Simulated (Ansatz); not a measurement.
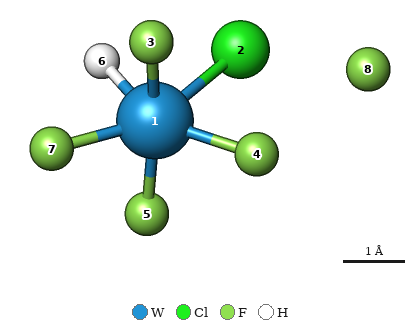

Figure 1. The input geometry (ball-and-stick view, seen at a tilt; atoms are numbered from 1 in the order of the input). Sticks mark near contacts.

WHClF$_{5}$: molecular dynamics (part 1 of 3)

The run: molecular dynamics of WHClF$_{5}$, multiplicity 2. Method and program: UKS PBE/def2-SVP (Ansatz 0.2.0).

It belongs to a series of runs on one base structure; here: dynamics from the highest image of the converged band. Figures and captions count atoms from 1; the log counts them from 0 in places.

## What the program printed
```
Engine: ansatz 0.2.0, aarch64-unknown-linux-gnu
Functional definition: PBE
  parameter kappa = 0.804
  parameter beta = 0.06672455060314922
  exchange = pbe_x(kappa = kappa, mu = beta*pi^2/3)
  correlation = pbe_c(beta = beta)
1300 factors; their error is unknown
mean field evaluation 1: about -27906.6165 eV, gradient 6.0e1 eV
mean field evaluation 2: about -27440.1993 eV, gradient 2.3e2 eV
mean field evaluation 4: about -27919.5569 eV, gradient 1.3e1 eV
mean field evaluation 8: about -27920.5924 eV, gradient 3.5e0 eV
mean field evaluation 16: about -27920.5756 eV, gradient 8.4e-2 eV
mean field evaluation 32: about -27917.4723 eV, gradient 1.7e1 eV
mean field evaluation 64: about -27911.6260 eV, gradient 2.0e1 eV
mean field evaluation 96: about -27920.3866 eV, gradient 2.0e0 eV
mean field -27920.57564505 eV, -1026.0622297096 hartree, gradient 1.2e-5 eV, S^2 0.754629; 6 other end points of the search recorded, 0 dependent functions left out
the calculation of the forces begins
reference -27920.57571391 eV, -1026.0622322402 hartree; 39, 38 occupied and 86, 87 virtual orbitals, 1300 factors
md step     0: t =     0.00 fs  T =   300.0 K  F+E_penalty+E_count = -27920.57564505 eV  E_kin = 0.232668 eV  conserved = -27920.34297705 eV  (258 SCF iters)
these checks for a lower state are left out or cut short: starts, cluster_reference, orbital_swaps, neighbouring_geometries, increment
1300 factors; their error is unknown
mean field -27920.57501697 eV, -1026.0622066282 hartree, gradient 1.6e-5 eV, S^2 0.754552; 0 other end points of the search recorded, 0 dependent functions left out
the calculation of the forces begins
reference -27920.57508581 eV, -1026.0622091581 hartree; 39, 38 occupied and 86, 87 virtual orbitals, 1300 factors
md step     1: t =     0.50 fs  T =   299.2 K  F+E_penalty+E_count = -27920.57501697 eV  E_kin = 0.232040 eV  conserved = -27920.34297648 eV  (38 SCF iters)
[... from here on the SCF iterations and repeated set-up lines of each step are left out, up to the last step ...]
md step     2: t =     1.00 fs  T =   297.2 K  F+E_penalty+E_count = -27920.57343265 eV  E_kin = 0.230460 eV  conserved = -27920.34297242 eV  (38 SCF iters)
md step     3: t =     1.50 fs  T =   294.0 K  F+E_penalty+E_count = -27920.57096068 eV  E_kin = 0.227996 eV  conserved = -27920.34296515 eV  (38 SCF iters)
md step     4: t =     2.00 fs  T =   289.8 K  F+E_penalty+E_count = -27920.56771839 eV  E_kin = 0.224763 eV  conserved = -27920.34295560 eV  (38 SCF iters)
md step     5: t =     2.50 fs  T =   284.8 K  F+E_penalty+E_count = -27920.56385819 eV  E_kin = 0.220913 eV  conserved = -27920.34294514 eV  (38 SCF iters)
md step     6: t =     3.00 fs  T =   279.3 K  F+E_penalty+E_count = -27920.55954850 eV  E_kin = 0.216614 eV  conserved = -27920.34293491 eV  (39 SCF iters)
md step     7: t =     3.50 fs  T =   273.4 K  F+E_penalty+E_count = -27920.55495341 eV  E_kin = 0.212027 eV  conserved = -27920.34292622 eV  (38 SCF iters)
md step     8: t =     4.00 fs  T =   267.3 K  F+E_penalty+E_count = -27920.55021263 eV  E_kin = 0.207293 eV  conserved = -27920.34292001 eV  (38 SCF iters)
md step     9: t =     4.50 fs  T =   261.1 K  F+E_penalty+E_count = -27920.54542680 eV  E_kin = 0.202510 eV  conserved = -27920.34291671 eV  (38 SCF iters)
md step    10: t =     5.00 fs  T =   255.0 K  F+E_penalty+E_count = -27920.54065028 eV  E_kin = 0.197734 eV  conserved = -27920.34291623 eV  (39 SCF iters)
md step    11: t =     5.50 fs  T =   248.8 K  F+E_penalty+E_count = -27920.53589287 eV  E_kin = 0.192975 eV  conserved = -27920.34291795 eV  (39 SCF iters)
md step    12: t =     6.00 fs  T =   242.7 K  F+E_penalty+E_count = -27920.53112973 eV  E_kin = 0.188209 eV  conserved = -27920.34292077 eV  (38 SCF iters)
md step    13: t =     6.50 fs  T =   236.5 K  F+E_penalty+E_count = -27920.52631770 eV  E_kin = 0.183394 eV  conserved = -27920.34292369 eV  (39 SCF iters)
md step    14: t =     7.00 fs  T =   230.1 K  F+E_penalty+E_count = -27920.52141325 eV  E_kin = 0.178488 eV  conserved = -27920.34292530 eV  (38 SCF iters)
md step    15: t =     7.50 fs  T =   223.7 K  F+E_penalty+E_count = -27920.51639119 eV  E_kin = 0.173466 eV  conserved = -27920.34292495 eV  (38 SCF iters)
md step    16: t =     8.00 fs  T =   217.1 K  F+E_penalty+E_count = -27920.51125741 eV  E_kin = 0.168335 eV  conserved = -27920.34292208 eV  (39 SCF iters)
md step    17: t =     8.50 fs  T =   210.4 K  F+E_penalty+E_count = -27920.50605683 eV  E_kin = 0.163140 eV  conserved = -27920.34291664 eV  (40 SCF iters)
md step    18: t =     9.00 fs  T =   203.7 K  F+E_penalty+E_count = -27920.50087413 eV  E_kin = 0.157965 eV  conserved = -27920.34290910 eV  (39 SCF iters)
md step    19: t =     9.50 fs  T =   197.2 K  F+E_penalty+E_count = -27920.49582782 eV  E_kin = 0.152928 eV  conserved = -27920.34290010 eV  (39 SCF iters)
md step    20: t =    10.00 fs  T =   191.0 K  F+E_penalty+E_count = -27920.49105974 eV  E_kin = 0.148169 eV  conserved = -27920.34289053 eV  (39 SCF iters)
md step    21: t =    10.50 fs  T =   185.5 K  F+E_penalty+E_count = -27920.48672126 eV  E_kin = 0.143840 eV  conserved = -27920.34288135 eV  (39 SCF iters)
md step    22: t =    11.00 fs  T =   180.6 K  F+E_penalty+E_count = -27920.48295804 eV  E_kin = 0.140085 eV  conserved = -27920.34287345 eV  (40 SCF iters)
md step    23: t =    11.50 fs  T =   176.7 K  F+E_penalty+E_count = -27920.47989561 eV  E_kin = 0.137028 eV  conserved = -27920.34286763 eV  (40 SCF iters)
md step    24: t =    12.00 fs  T =   173.8 K  F+E_penalty+E_count = -27920.47762677 eV  E_kin = 0.134762 eV  conserved = -27920.34286446 eV  (40 SCF iters)
md step    25: t =    12.50 fs  T =   171.9 K  F+E_penalty+E_count = -27920.47620218 eV  E_kin = 0.133338 eV  conserved = -27920.34286428 eV  (40 SCF iters)
md step    26: t =    13.00 fs  T =   171.2 K  F+E_penalty+E_count = -27920.47562481 eV  E_kin = 0.132758 eV  conserved = -27920.34286718 eV  (40 SCF iters)
md step    27: t =    13.50 fs  T =   171.5 K  F+E_penalty+E_count = -27920.47584865 eV  E_kin = 0.132976 eV  conserved = -27920.34287295 eV  (40 SCF iters)
md step    28: t =    14.00 fs  T =   172.7 K  F+E_penalty+E_count = -27920.47678188 eV  E_kin = 0.133901 eV  conserved = -27920.34288113 eV  (40 SCF iters)
md step    29: t =    14.50 fs  T =   174.6 K  F+E_penalty+E_count = -27920.47829424 eV  E_kin = 0.135403 eV  conserved = -27920.34289101 eV  (39 SCF iters)
md step    30: t =    15.00 fs  T =   177.1 K  F+E_penalty+E_count = -27920.48022838 eV  E_kin = 0.137327 eV  conserved = -27920.34290174 eV  (42 SCF iters)
md step    31: t =    15.50 fs  T =   179.9 K  F+E_penalty+E_count = -27920.48241395 eV  E_kin = 0.139502 eV  conserved = -27920.34291229 eV  (38 SCF iters)
md step    32: t =    16.00 fs  T =   182.8 K  F+E_penalty+E_count = -27920.48468364 eV  E_kin = 0.141762 eV  conserved = -27920.34292165 eV  (39 SCF iters)
md step    33: t =    16.50 fs  T =   185.6 K  F+E_penalty+E_count = -27920.48688919 eV  E_kin = 0.143960 eV  conserved = -27920.34292884 eV  (38 SCF iters)
md step    34: t =    17.00 fs  T =   188.2 K  F+E_penalty+E_count = -27920.48891586 eV  E_kin = 0.145983 eV  conserved = -27920.34293333 eV  (39 SCF iters)
md step    35: t =    17.50 fs  T =   190.5 K  F+E_penalty+E_count = -27920.49069229 eV  E_kin = 0.147758 eV  conserved = -27920.34293477 eV  (39 SCF iters)
md step    36: t =    18.00 fs  T =   192.5 K  F+E_penalty+E_count = -27920.49219488 eV  E_kin = 0.149262 eV  conserved = -27920.34293315 eV  (39 SCF iters)
md step    37: t =    18.50 fs  T =   194.1 K  F+E_penalty+E_count = -27920.49344561 eV  E_kin = 0.150516 eV  conserved = -27920.34292947 eV  (39 SCF iters)
md step    38: t =    19.00 fs  T =   195.4 K  F+E_penalty+E_count = -27920.49450070 eV  E_kin = 0.151576 eV  conserved = -27920.34292457 eV  (41 SCF iters)
md step    39: t =    19.50 fs  T =   196.7 K  F+E_penalty+E_count = -27920.49543487 eV  E_kin = 0.152515 eV  conserved = -27920.34291977 eV  (40 SCF iters)
md step    40: t =    20.00 fs  T =   197.8 K  F+E_penalty+E_count = -27920.49632101 eV  E_kin = 0.153405 eV  conserved = -27920.34291634 eV  (42 SCF iters)
md step    41: t =    20.50 fs  T =   198.9 K  F+E_penalty+E_count = -27920.49721016 eV  E_kin = 0.154295 eV  conserved = -27920.34291533 eV  (41 SCF iters)
md step    42: t =    21.00 fs  T =   200.1 K  F+E_penalty+E_count = -27920.49811539 eV  E_kin = 0.155198 eV  conserved = -27920.34291731 eV  (42 SCF iters)
md step    43: t =    21.50 fs  T =   201.2 K  F+E_penalty+E_count = -27920.49900323 eV  E_kin = 0.156081 eV  conserved = -27920.34292222 eV  (41 SCF iters)
md step    44: t =    22.00 fs  T =   202.3 K  F+E_penalty+E_count = -27920.49979442 eV  E_kin = 0.156865 eV  conserved = -27920.34292943 eV  (41 SCF iters)
md step    45: t =    22.50 fs  T =   203.0 K  F+E_penalty+E_count = -27920.50037401 eV  E_kin = 0.157436 eV  conserved = -27920.34293783 eV  (41 SCF iters)
md step    46: t =    23.00 fs  T =   203.3 K  F+E_penalty+E_count = -27920.50060860 eV  E_kin = 0.157663 eV  conserved = -27920.34294596 eV  (41 SCF iters)
md step    47: t =    23.50 fs  T =   203.0 K  F+E_penalty+E_count = -27920.50036803 eV  E_kin = 0.157415 eV  conserved = -27920.34295269 eV  (40 SCF iters)
md step    48: t =    24.00 fs  T =   201.9 K  F+E_penalty+E_count = -27920.49954564 eV  E_kin = 0.156589 eV  conserved = -27920.34295689 eV  (41 SCF iters)
md step    49: t =    24.50 fs  T =   200.0 K  F+E_penalty+E_count = -27920.49807578 eV  E_kin = 0.155118 eV  conserved = -27920.34295799 eV  (41 SCF iters)
md step    50: t =    25.00 fs  T =   197.3 K  F+E_penalty+E_count = -27920.49594375 eV  E_kin = 0.152988 eV  conserved = -27920.34295555 eV  (40 SCF iters)
md step    51: t =    25.50 fs  T =   193.7 K  F+E_penalty+E_count = -27920.49318938 eV  E_kin = 0.150239 eV  conserved = -27920.34294995 eV  (42 SCF iters)
md step    52: t =    26.00 fs  T =   189.5 K  F+E_penalty+E_count = -27920.48990211 eV  E_kin = 0.146960 eV  conserved = -27920.34294187 eV  (41 SCF iters)
md step    53: t =    26.50 fs  T =   184.7 K  F+E_penalty+E_count = -27920.48621048 eV  E_kin = 0.143278 eV  conserved = -27920.34293221 eV  (42 SCF iters)
md step    54: t =    27.00 fs  T =   179.7 K  F+E_penalty+E_count = -27920.48226789 eV  E_kin = 0.139346 eV  conserved = -27920.34292222 eV  (42 SCF iters)
md step    55: t =    27.50 fs  T =   174.5 K  F+E_penalty+E_count = -27920.47823566 eV  E_kin = 0.135323 eV  conserved = -27920.34291280 eV  (41 SCF iters)
md step    56: t =    28.00 fs  T =   169.4 K  F+E_penalty+E_count = -27920.47426712 eV  E_kin = 0.131363 eV  conserved = -27920.34290457 eV  (41 SCF iters)
md step    57: t =    28.50 fs  T =   164.5 K  F+E_penalty+E_count = -27920.47049382 eV  E_kin = 0.127595 eV  conserved = -27920.34289838 eV  (41 SCF iters)
md step    58: t =    29.00 fs  T =   160.0 K  F+E_penalty+E_count = -27920.46701415 eV  E_kin = 0.124119 eV  conserved = -27920.34289484 eV  (42 SCF iters)
md step    59: t =    29.50 fs  T =   156.0 K  F+E_penalty+E_count = -27920.46388579 eV  E_kin = 0.120992 eV  conserved = -27920.34289389 eV  (41 SCF iters)
md step    60: t =    30.00 fs  T =   152.4 K  F+E_penalty+E_count = -27920.46112380 eV  E_kin = 0.118228 eV  conserved = -27920.34289547 eV  (42 SCF iters)
md step    61: t =    30.50 fs  T =   149.3 K  F+E_penalty+E_count = -27920.45870238 eV  E_kin = 0.115803 eV  conserved = -27920.34289918 eV  (41 SCF iters)
md step    62: t =    31.00 fs  T =   146.5 K  F+E_penalty+E_count = -27920.45656134 eV  E_kin = 0.113657 eV  conserved = -27920.34290438 eV  (41 SCF iters)
md step    63: t =    31.50 fs  T =   144.0 K  F+E_penalty+E_count = -27920.45461663 eV  E_kin = 0.111706 eV  conserved = -27920.34291019 eV  (41 SCF iters)
md step    64: t =    32.00 fs  T =   141.7 K  F+E_penalty+E_count = -27920.45277396 eV  E_kin = 0.109858 eV  conserved = -27920.34291572 eV  (41 SCF iters)
md step    65: t =    32.50 fs  T =   139.3 K  F+E_penalty+E_count = -27920.45094395 eV  E_kin = 0.108024 eV  conserved = -27920.34292002 eV  (41 SCF iters)
md step    66: t =    33.00 fs  T =   136.8 K  F+E_penalty+E_count = -27920.44905749 eV  E_kin = 0.106135 eV  conserved = -27920.34292215 eV  (41 SCF iters)
md step    67: t =    33.50 fs  T =   134.3 K  F+E_penalty+E_count = -27920.44707914 eV  E_kin = 0.104158 eV  conserved = -27920.34292142 eV  (41 SCF iters)
md step    68: t =    34.00 fs  T =   131.6 K  F+E_penalty+E_count = -27920.44501684 eV  E_kin = 0.102099 eV  conserved = -27920.34291794 eV  (42 SCF iters)
md step    69: t =    34.50 fs  T =   129.0 K  F+E_penalty+E_count = -27920.44292410 eV  E_kin = 0.100012 eV  conserved = -27920.34291181 eV  (42 SCF iters)
md step    70: t =    35.00 fs  T =   126.4 K  F+E_penalty+E_count = -27920.44089646 eV  E_kin = 0.097993 eV  conserved = -27920.34290378 eV  (41 SCF iters)
md step    71: t =    35.50 fs  T =   124.0 K  F+E_penalty+E_count = -27920.43905969 eV  E_kin = 0.096165 eV  conserved = -27920.34289496 eV  (41 SCF iters)
md step    72: t =    36.00 fs  T =   122.1 K  F+E_penalty+E_count = -27920.43755207 eV  E_kin = 0.094665 eV  conserved = -27920.34288669 eV  (41 SCF iters)
md step    73: t =    36.50 fs  T =   120.7 K  F+E_penalty+E_count = -27920.43650333 eV  E_kin = 0.093623 eV  conserved = -27920.34288029 eV  (41 SCF iters)
md step    74: t =    37.00 fs  T =   120.1 K  F+E_penalty+E_count = -27920.43601399 eV  E_kin = 0.093137 eV  conserved = -27920.34287685 eV  (43 SCF iters)
md step    75: t =    37.50 fs  T =   120.3 K  F+E_penalty+E_count = -27920.43613898 eV  E_kin = 0.093262 eV  conserved = -27920.34287690 eV  (41 SCF iters)
md step    76: t =    38.00 fs  T =   121.2 K  F+E_penalty+E_count = -27920.43687913 eV  E_kin = 0.093999 eV  conserved = -27920.34288035 eV  (43 SCF iters)
md step    77: t =    38.50 fs  T =   122.9 K  F+E_penalty+E_count = -27920.43818218 eV  E_kin = 0.095296 eV  conserved = -27920.34288654 eV  (42 SCF iters)
md step    78: t =    39.00 fs  T =   125.1 K  F+E_penalty+E_count = -27920.43995292 eV  E_kin = 0.097059 eV  conserved = -27920.34289436 eV  (42 SCF iters)
md step    79: t =    39.50 fs  T =   127.9 K  F+E_penalty+E_count = -27920.44207043 eV  E_kin = 0.099168 eV  conserved = -27920.34290248 eV  (42 SCF iters)
md step    80: t =    40.00 fs  T =   130.9 K  F+E_penalty+E_count = -27920.44440883 eV  E_kin = 0.101499 eV  conserved = -27920.34290959 eV  (42 SCF iters)
md step    81: t =    40.50 fs  T =   134.0 K  F+E_penalty+E_count = -27920.44685753 eV  E_kin = 0.103943 eV  conserved = -27920.34291470 eV  (42 SCF iters)
md step    82: t =    41.00 fs  T =   137.2 K  F+E_penalty+E_count = -27920.44933724 eV  E_kin = 0.106420 eV  conserved = -27920.34291709 eV  (42 SCF iters)
md step    83: t =    41.50 fs  T =   140.4 K  F+E_penalty+E_count = -27920.45181042 eV  E_kin = 0.108893 eV  conserved = -27920.34291703 eV  (42 SCF iters)
md step    84: t =    42.00 fs  T =   143.6 K  F+E_penalty+E_count = -27920.45428222 eV  E_kin = 0.111368 eV  conserved = -27920.34291420 eV  (41 SCF iters)
md step    85: t =    42.50 fs  T =   146.8 K  F+E_penalty+E_count = -27920.45679787 eV  E_kin = 0.113888 eV  conserved = -27920.34290953 eV  (41 SCF iters)
md step    86: t =    43.00 fs  T =   150.2 K  F+E_penalty+E_count = -27920.45943153 eV  E_kin = 0.116528 eV  conserved = -27920.34290387 eV  (41 SCF iters)
md step    87: t =    43.50 fs  T =   153.9 K  F+E_penalty+E_count = -27920.46227315 eV  E_kin = 0.119375 eV  conserved = -27920.34289817 eV  (41 SCF iters)
md step    88: t =    44.00 fs  T =   158.0 K  F+E_penalty+E_count = -27920.46541349 eV  E_kin = 0.122520 eV  conserved = -27920.34289332 eV  (42 SCF iters)
md step    89: t =    44.50 fs  T =   162.5 K  F+E_penalty+E_count = -27920.46892986 eV  E_kin = 0.126040 eV  conserved = -27920.34289011 eV  (42 SCF iters)
md step    90: t =    45.00 fs  T =   167.6 K  F+E_penalty+E_count = -27920.47287365 eV  E_kin = 0.129985 eV  conserved = -27920.34288891 eV  (42 SCF iters)
md step    91: t =    45.50 fs  T =   173.3 K  F+E_penalty+E_count = -27920.47726205 eV  E_kin = 0.134372 eV  conserved = -27920.34289037 eV  (42 SCF iters)
md step    92: t =    46.00 fs  T =   179.5 K  F+E_penalty+E_count = -27920.48207201 eV  E_kin = 0.139178 eV  conserved = -27920.34289432 eV  (41 SCF iters)
md step    93: t =    46.50 fs  T =   186.1 K  F+E_penalty+E_count = -27920.48724048 eV  E_kin = 0.144340 eV  conserved = -27920.34290054 eV  (41 SCF iters)
md step    94: t =    47.00 fs  T =   193.1 K  F+E_penalty+E_count = -27920.49266802 eV  E_kin = 0.149759 eV  conserved = -27920.34290857 eV  (41 SCF iters)
md step    95: t =    47.50 fs  T =   200.3 K  F+E_penalty+E_count = -27920.49822685 eV  E_kin = 0.155309 eV  conserved = -27920.34291774 eV  (41 SCF iters)
md step    96: t =    48.00 fs  T =   207.4 K  F+E_penalty+E_count = -27920.50377241 eV  E_kin = 0.160845 eV  conserved = -27920.34292709 eV  (41 SCF iters)
md step    97: t =    48.50 fs  T =   214.3 K  F+E_penalty+E_count = -27920.50915772 eV  E_kin = 0.166222 eV  conserved = -27920.34293566 eV  (42 SCF iters)
md step    98: t =    49.00 fs  T =   220.9 K  F+E_penalty+E_count = -27920.51424878 eV  E_kin = 0.171306 eV  conserved = -27920.34294250 eV  (42 SCF iters)
md step    99: t =    49.50 fs  T =   226.9 K  F+E_penalty+E_count = -27920.51893948 eV  E_kin = 0.175993 eV  conserved = -27920.34294684 eV  (42 SCF iters)
md step   100: t =    50.00 fs  T =   232.4 K  F+E_penalty+E_count = -27920.52316352 eV  E_kin = 0.180216 eV  conserved = -27920.34294800 eV  (41 SCF iters)
md step   101: t =    50.50 fs  T =   237.2 K  F+E_penalty+E_count = -27920.52690264 eV  E_kin = 0.183956 eV  conserved = -27920.34294623 eV  (42 SCF iters)
md step   102: t =    51.00 fs  T =   241.4 K  F+E_penalty+E_count = -27920.53018664 eV  E_kin = 0.187245 eV  conserved = -27920.34294179 eV  (42 SCF iters)
```
